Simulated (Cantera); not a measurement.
Feed: 1 mol CH₃Cl, held at 1.00 bar.

Method: chemical equilibrium by Gibbs-energy minimisation in Cantera with the NASA 1993 tables (ideal gas, pure condensed phases). Candidate condensed phases: C, C₆H₆, C₇H₈, C₈H₁₈; 91 gas species. The numbers say what is thermodynamically allowed, not how fast it happens.

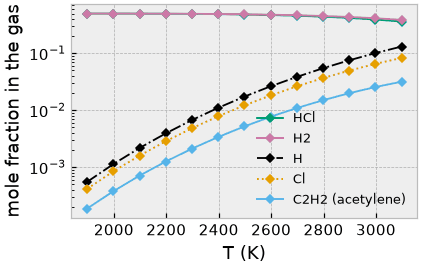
*Equilibrium gas composition (values under 1e-9 drawn at 1e-9)*

**Question.** Read off the mole fractions at 2098 K.

**Answer.** H₂ about 0.50, HCl about 0.50, H about 0.0022, Cl about 0.0016, C₂H₂ (acetylene) about 0.00071.
